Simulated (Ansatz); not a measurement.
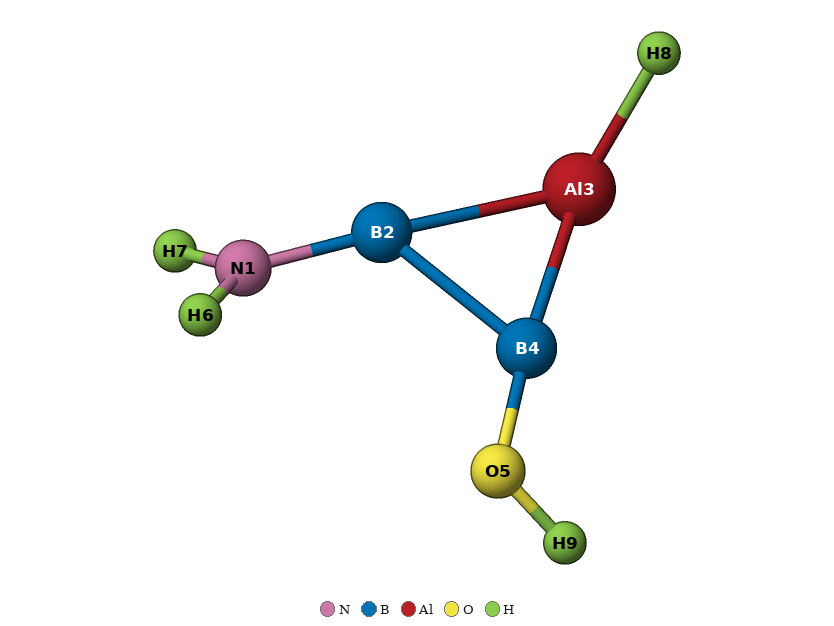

Sticks follow a distance rule. Harmonic vibrations computed with RKS PBE0-D4/def2-TZVP (Ansatz 0.2.0) at a stationary point of the same level.

Question: Minimum or transition state?

Answer: A minimum: no imaginary frequency, and the lowest mode lies at 109 cm⁻¹.

Question: How many vibrational modes are there, and where do they lie?

Answer: 21 modes: 109, 157, 211, 324, 367, 399, 446, 529, 537, 560, 565, 608, 939, 988, 1375, 1427, 1618, 1868, 3574, 3662, 3829 cm⁻¹.
